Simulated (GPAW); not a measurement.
# Surface energy and work function of Ta(100) from slabs of 4 to 12 layers (LDA)

How do energy and work function of Ta(100) films settle with thickness, and what surface energy follows?

**Method.** GPAW 26.7.0, plane waves at 450 eV with PAW setups; symmetric 1×1 slabs cut at the tabulated lattice constant (two decimals; low-temperature values for the alkali metals), atoms at bulk places, 7.5 Å of vacuum on each side, one in-plane mesh for all thicknesses, Fermi-Dirac smearing of 0.1 eV. Energies are extrapolated to zero smearing and count from the program's reference atoms. Functional LDA. The cell's area is 10.956 Å².

What came out, but for one run:

```tsv
layers	energy (eV)	work function (eV)
4	−39.0139	4.22
5	−50.0480	4.19
6	−61.0051	4.21
7	−71.8897	4.23
8	−82.8038	4.23
9	−93.7199	4.23
10	−104.6143	4.23
11	−115.5133	4.23
12	?	?
```

To predict: What surface energy do these runs give, and what energy and work function should the 12-layer slab have?

A: A slab of n layers has E(n) = nε + 2Aγ once its middle is bulk-like. A line through n = 6 to 11 has the slope ε = −10.9037 eV a layer and the intercept 2Aγ = 4.4241 eV (r.m.s. residual 7.4 meV). So γ = 4.4241 / (2 × 10.956 Å²) = 0.2019 eV/Å² = 3.23 J/m², with a standard error of about 0.01 J/m² from the scatter about the line. For 12 layers: 4.4241 + 12 × (−10.9037) = −126.421 eV; the run gives −126.428 eV, 6.8 meV under the line. The work function has no such law: from 6 to 11 layers it moves between 4.21 and 4.23 eV (mean 4.23), and the 12-layer slab gives 4.23 eV. The thinnest slab, 4 layers, lies −0.01 eV from that mean. The measured value for this face is 4.10 eV (“Anisotropic work function of elemental crystals” (2019, arxiv:1902.07811)); the unrelaxed 12-layer slab lies 0.13 eV over it.

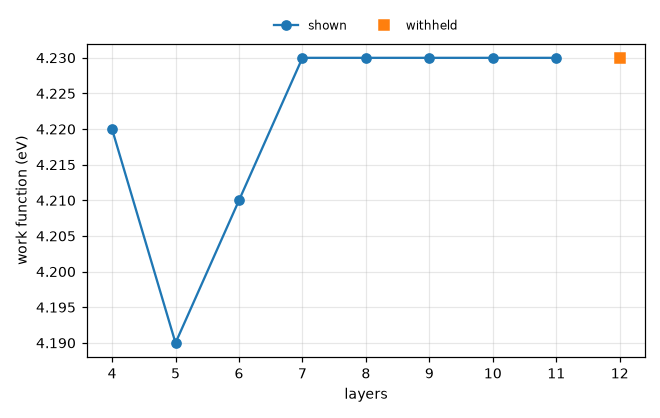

Work function against thickness.

Caveats: The surfaces are unrelaxed, so γ is an upper bound for this functional and lattice constant. The tabulated lattice constant isn't the functional's own, which strains the slab a little. Spin-orbit coupling is left out.

[Logs are printed without paths, hosts, clocks, repeated set-up lines and the standing remarks that a program may print on its own settings, such as how far it seeks lower states.]
